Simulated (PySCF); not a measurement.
# C5H10ClSi (doublet): what the fields show

```xyz
17

C    -0.9726   -1.2305    1.0962
C    -0.8315    0.2356    0.7277
C    -1.2194    0.5971   -0.7215
C    -0.0605    1.5160   -1.1458
Si    0.9409    0.9605    0.4082
C     2.2470   -0.3782   -0.0765
Cl    2.7788   -1.2730    1.3803
H    -0.5973   -1.4102    2.1015
H    -0.4159   -1.8634    0.4079
H    -2.0199   -1.5324    1.0644
H    -1.4108    0.8318    1.4350
H    -1.2393   -0.3022   -1.3369
H    -2.1938    1.0798   -0.7905
H     0.3510    1.2859   -2.1264
H    -0.3515    2.5628   -1.1491
H     1.8458   -1.1216   -0.7659
H     3.1421    0.0541   -0.5184
```

Geometry: GFN2-xTB.

Method: PySCF, UKS B3LYP, pcH-1 on C Cl H Si, non-relativistic, mean-field spin-orbit, GIAO.

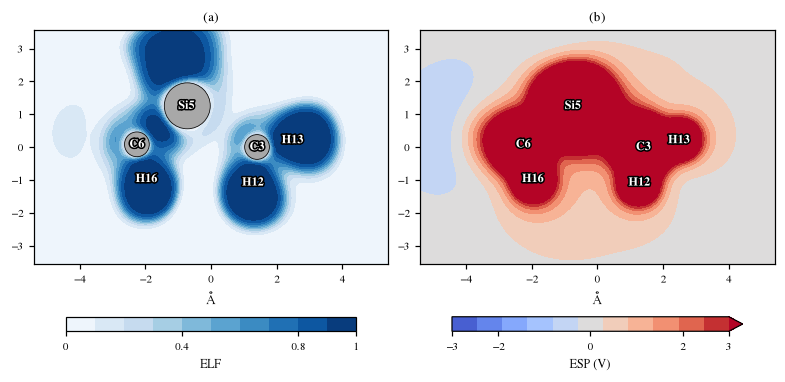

Figure 1. (a) electron localisation function; (b) molecular electrostatic potential on the plane of atoms H12, C3 and H13. Grey discs cover the atomic cores in the ELF map.

Q: What do the fields say about this system?

A: Atoms in the plane: C, Si and H. C–Si (1.93 Å): the ELF peaks at about 0.95 between the atoms; localised, covalent bonding. C–H (1.09 Å): the ELF climbs to about 1 towards the hydrogen, as it does in any bond to H; an ordinary covalent bond to hydrogen. The ELF also peaks beside Si5, away from the bonds: non-bonding electrons, paired or unpaired. Outside the dense part of the molecule the potential is most negative (−0.5 V) near Cl7, which lies off the plane.

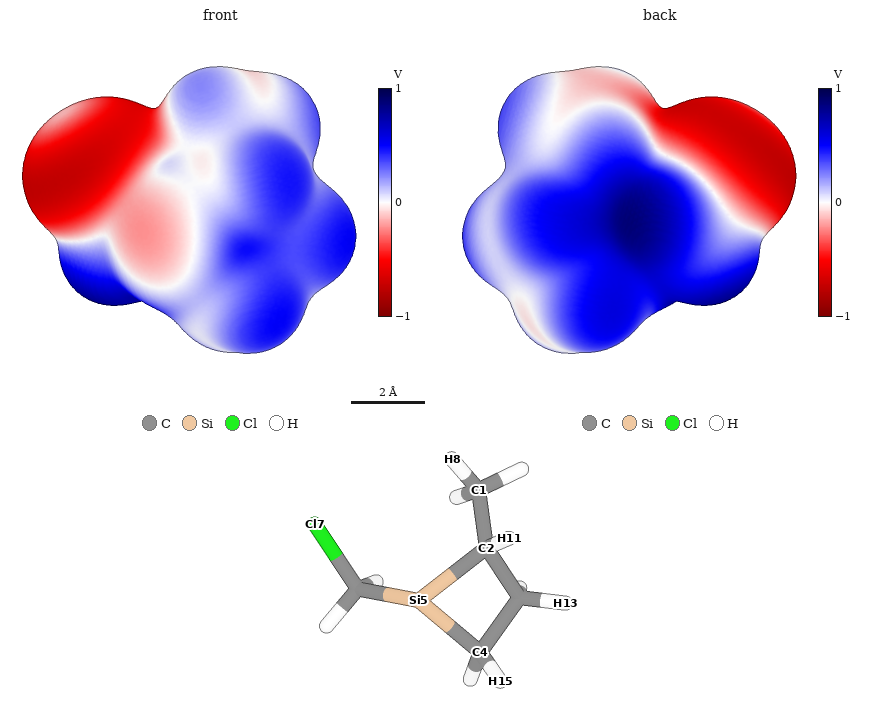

Figure 2. The molecular electrostatic potential painted on the density surface at 0.001 e/bohr³, seen from the front and from behind; red is negative and blue positive. The bare structure is drawn below in the same view.

Q: Describe the electrostatic potential map.

A: The most negative region (about −0.7 V) lies over Cl7, the most positive (about +0.9 V) over H16.
